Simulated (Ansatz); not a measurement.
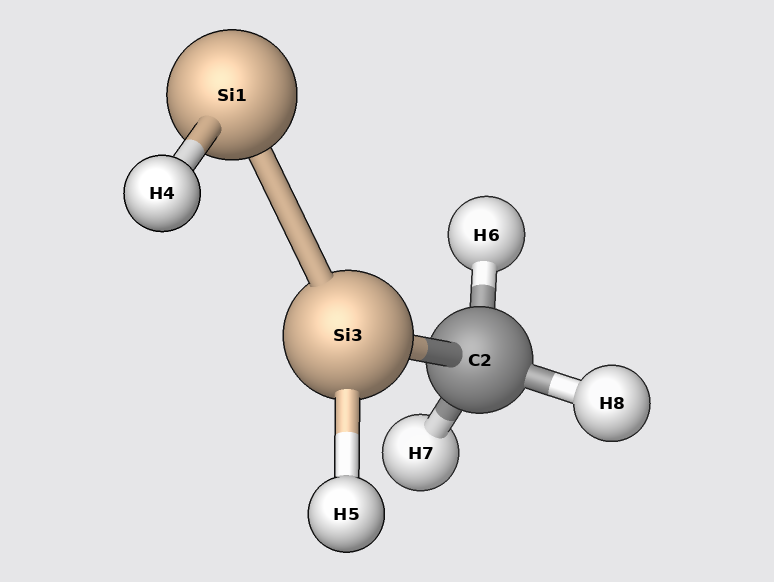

The species has charge −1 and is a spin singlet. Computed geometry: PBE0-D4/def2-TZVPD optimisation. No frequency run is at hand to confirm it as a minimum.

Describe the coordination of atom 1.

Answer. Si1 has 2 neighbours (Si3 at 2.18, H4 at 1.54 Å); the arrangement is bent.

How are the neighbours of atom 2 arranged?

Answer. C2 has 4 neighbours (Si3 at 1.91, H6 at 1.09, H7 at 1.10, H8 at 1.10 Å); the arrangement is tetrahedral.

Describe the coordination of atom 3.

Answer. Si3 has 3 neighbours (Si1 at 2.18, C2 at 1.91, H5 at 1.51 Å); the arrangement is trigonal planar.
